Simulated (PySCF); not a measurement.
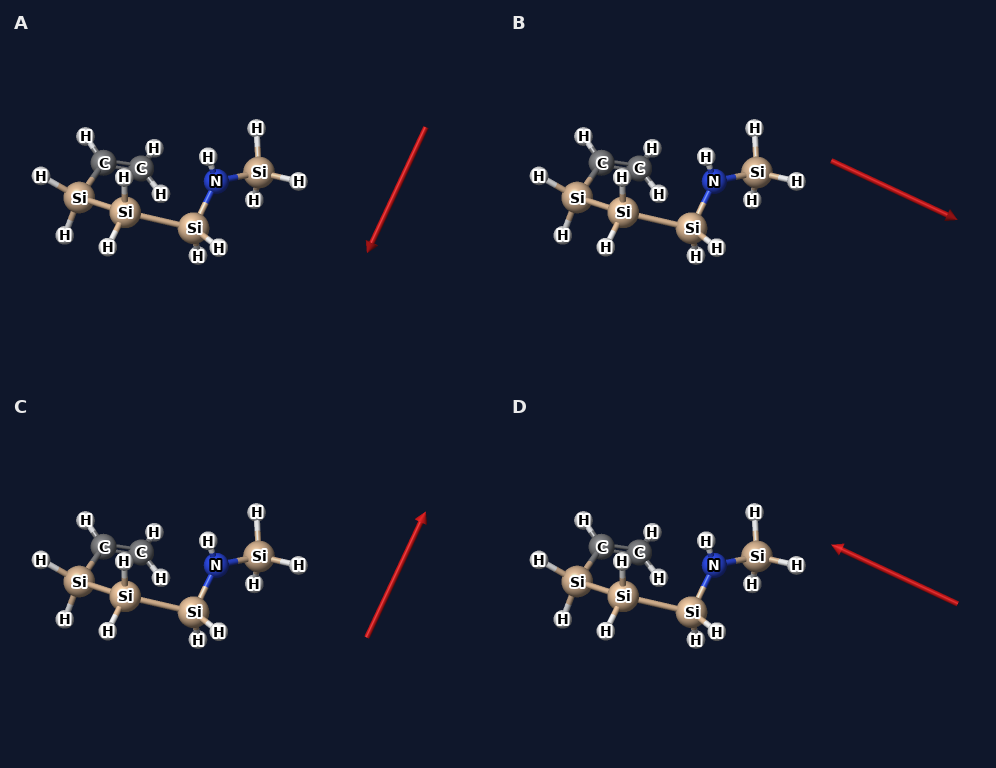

The same molecule four times, each with an arrow. The geometry was computed by an optimisation with GFN2-xTB. No frequency run is at hand to confirm it as a minimum. Method: PBE0/pcSseg-1, gas phase (PySCF 2.14.0).

Which arrow points along the dipole moment, from the negative to the positive end?

C. The dipole moment is 0.95 D.

The geometry is semi-empirical. Around Si such bond lengths and angles can be off by a tenth of an ångström or more and by several degrees, and values that hang on the shape move with them.
